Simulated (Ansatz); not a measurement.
A series of calculations on Si2H6O

**1. Relaxation**

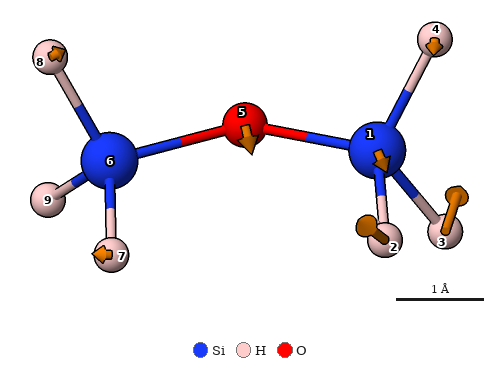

This is a relaxation of Si$_{2}$H$_{6}$O. The starting structure is drawn; orange arrows show the displacements, magnified 3 times. The two geometries are superimposed by the best rigid fit.

Style: ball-and-stick. Shown face on.

The run prepares an end point of a later path (reaction) calculation, from a guessed geometry.

Theory: RKS PBE0-D4/cc-pVDZ (Ansatz 0.2.0). Settings: no spin polarisation; force threshold 0.03 eV/Å; at most 50 steps.

Question: What did the optimiser do to the structure, and how much energy did it gain?

Answer: After 4 geometry steps the energy has fallen by 0.490 eV. The largest force component goes from 1.5 to 0.0065 eV/Å. The atom that moves furthest after the best rigid fit is H3 (0.34 Å). By element the largest moves are H 0.34 Å, O 0.12 Å, Si 0.10 Å. Some distances before and after: Si1–H2 1.455 → 1.500 Å, Si1–H3 1.454 → 1.496 Å, Si1–H4 1.489 → 1.497 Å, Si1–O5 1.673 → 1.679 Å. Among the angles between lasting bonds that change: H2–Si1–H3 82.7° → 109.7°, H2–Si1–H4 116.1° → 109.5°, H3–Si1–O5 115.1° → 108.6°. Cost: 19 s on 1 thread of Arm Neoverse V1, on a shared host, peak memory 0.15 GiB.

**2. Relaxation**

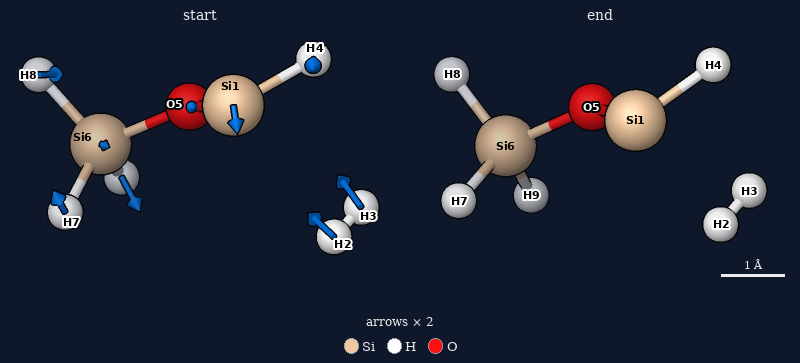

The structure of Si2H6O before (left) and after (right) a relaxation, at one scale. The blue arrows give the displacements, magnified 2 times.

A ball-and-stick model, seen at a tilt.

The run prepares an end point of a later path (reaction) calculation, from a guessed geometry.

Level of theory: Ansatz 0.2.0, RKS PBE0-D4/cc-pVDZ.

Input file:
```yaml
crystal:
  periodic: [false, false, false]
  atoms:
    - { symbol: Si, position_ang: [-0.747294, 0.405906, 0.458496] }
    - { symbol: H, position_ang: [1.800034, 0.0797, 1.150873] }
    - { symbol: H, position_ang: [1.904751, 0.221918, 0.452759] }
    - { symbol: H, position_ang: [-0.10555, 0.944846, -0.837051] }
    - { symbol: O, position_ang: [-1.141635, -1.119413, -0.168328] }
    - { symbol: Si, position_ang: [-1.863414, -2.530784, 0.417492] }
    - { symbol: H, position_ang: [-1.760439, -2.589446, 1.911633] }
    - { symbol: H, position_ang: [-3.300928, -2.557591, 0.006309] }
    - { symbol: H, position_ang: [-1.141625, -3.690435, -0.184883] }
basis:
  gaussian: { orbitals: cc-pVDZ }
hamiltonian:
  xc: pbe0
  dispersion: d4
relax:
  f_tol: 0.03
  max_steps: 50
```

Launched with:
```bash
ansatz run input.yaml --threads 1 --pin off --max-ram 2048MiB --backend cpu --events-out ev --progress --plain --runs-dir out
```

> Describe what moved and what it gained.

After 12 accepted moves (14 points after the start) the energy has fallen by 1.67 kcal/mol. The largest force component goes from 1.8 to 0.014 eV/Å. The line search rejected the trial steps at points 2, 6 of the run. The atom that moves furthest after the best rigid fit is H3 (0.46 Å). Largest moves by element: H 0.46 Å, Si 0.26 Å, O 0.11 Å. Near-neighbour distances that change, for instance: H2–H3 0.720 → 0.778 Å, Si1–H4 1.543 → 1.550 Å. Among the angles between lasting bonds that change: Si1–O5–Si6 136.3° → 133.2°. Groups turn about O5–Si6 by about 25°.

Limits of the set-up: the start holds two separate molecules, 2.5 Å apart at their closest, whose relative position is a soft coordinate.

**3. Path**

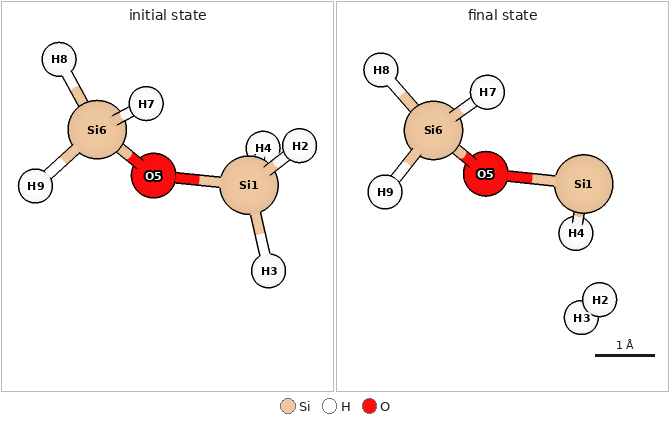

The two relaxed end points of a path for Si₂H₆O. Style: ball-and-stick. Shown at a tilt.

Method: Ansatz 0.2.0, RKS PBE0-D4/cc-pVDZ.

Run with 9 movable images; climbing image; force threshold 0.03 eV/Å; iteration limit 59.

Start:
```xyz
9

Si    0.2400    0.0406    0.1591
H     0.3014    0.1767    1.6521
H     1.6211   -0.1382   -0.3876
H    -0.3795    1.2697   -0.4295
O    -0.6812   -1.2980   -0.2635
Si   -1.6503   -2.4609    0.4626
H    -1.3892   -2.5037    1.9394
H    -3.0921   -2.1344    0.2231
H    -1.3263   -3.7869   -0.1484
```

End:
```xyz
9

Si   -0.5415    0.3765    0.7083
H     1.5940   -0.2185    0.7466
H     1.6094   -0.0044   -0.0015
H    -0.1459    1.1457   -0.5774
O    -1.1514   -1.0027   -0.0744
Si   -1.7904   -2.4618    0.4860
H    -1.8434   -2.4714    1.9853
H    -3.1685   -2.6195   -0.0716
H    -0.9184   -3.5792    0.0059
```

Q: What barrier does the band find between them, and by what path?

A: The energy climbs by 2.76 eV to image 6 and then falls by 0.69 eV, so the end point sits at +2.07 eV. Image 2 lies below both ends, at 0.00 eV, which points to an intermediate minimum that so few images don't resolve. Breaking: Si1–H2 (1.50 → 1.53 at the top → 2.22 Å), Si1–H3 (1.50 → 1.70 at the top → 2.30 Å). Forming: H2–H3 (2.45 → 1.23 at the top → 0.78 Å). The band is converged. At the top, the vibrational analysis gives one imaginary mode (1218i cm⁻¹), as a transition state must have.

Energies of the converged images:

```csv
image,path (Å),E (eV)
0,0.00,0.000
1,0.58,-0.001
2,1.16,-0.005
3,1.74,-0.003
4,2.32,0.038
5,2.90,1.240
6,3.47,2.755
7,3.74,2.409
8,4.02,2.108
9,4.29,2.071
10,4.57,2.069
```

The geometry at the top of the path:

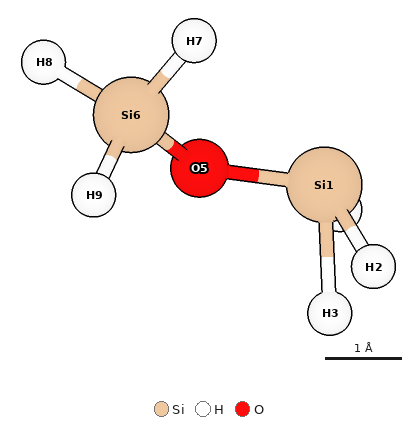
